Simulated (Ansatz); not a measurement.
System: WS.

The calculation's input:

```
crystal:
  lattice:
    - [3.0067474798, 0.0, 0.0]
    - [0.0, 3.0067474798, 0.0]
    - [0.0, 0.0, 3.0067474798]
  atoms:
    - { symbol: W, position: [0.0, 0.0, 0.0] }
    - { symbol: S, position: [0.5, 0.5, 0.5] }
basis:
  ecutwfc: 420
kpoints:
  mp_grid: { grid: [14, 14, 14] }
hamiltonian:
  xc: pbe
scf:
  occupations: { method: gaussian, width: 0.1 }
output:
  forces: true
  stress: true
  eigenvalues: true
  write_density: true
  write_potential: true
  elf: true
  volumetric_format: npy
relax:
  adjacent_minimum: "off"
  f_tol: 0.01
  max_steps: 80
  cell: { stress_tol: 0.05 }
```

Run with:

```sh
ansatz run input.yaml --threads 1 --pin off --max-ram 2560MiB --backend cpu --events-out ev --progress --plain --runs-dir out
```

Below, planes, directions and counts refer to the conventional cell (a = 3.01 Å, b = 3.01 Å, c = 3.01 Å, α = 90.00°, β = 90.00°, γ = 90.00°).

The fields are those of the relaxed geometry.

Space group Pm-3m; started from the CsCl (B2) prototype, which need not be the ambient phase.

Theory: DFT PBE, scalar-relativistic, plane waves, PAW in Ansatz 0.2.0.

**What can the converged valence pseudo-density and electron localisation function tell about the bonding?**

W–S (2.61 Å): the density is about 0.42 e/Å³ at the midpoint; the ELF peaks at about 0.85 in the valence shell of S, 0.8 Å from its nucleus, and is about 0.35 at the midpoint.

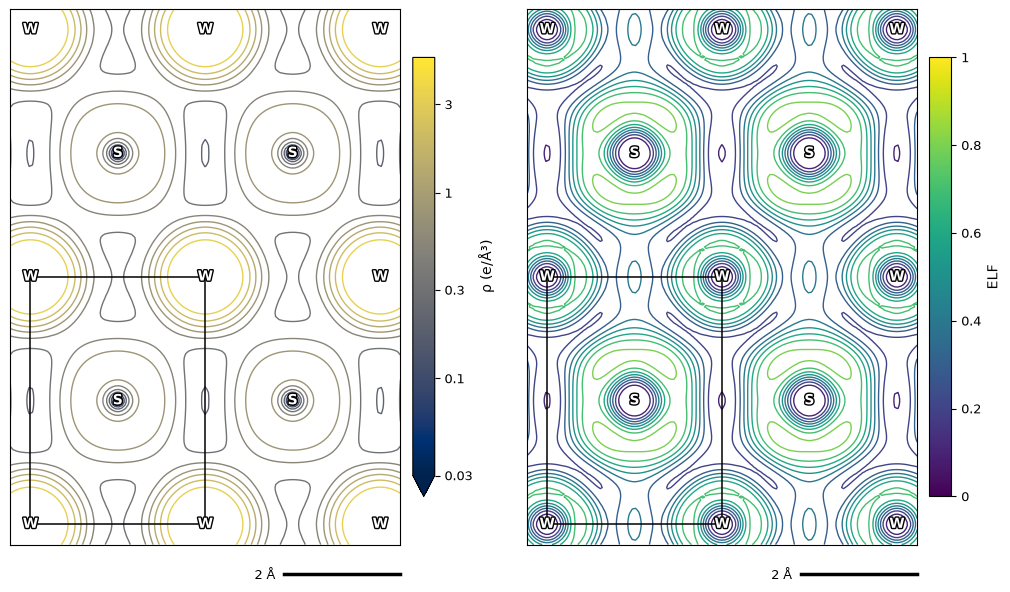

Computed valence pseudo-density and electron localisation function on the (101̄) plane of the conventional cell, in this order. 

In a PAW calculation such maps are meaningful between the atoms, not at the nuclei.
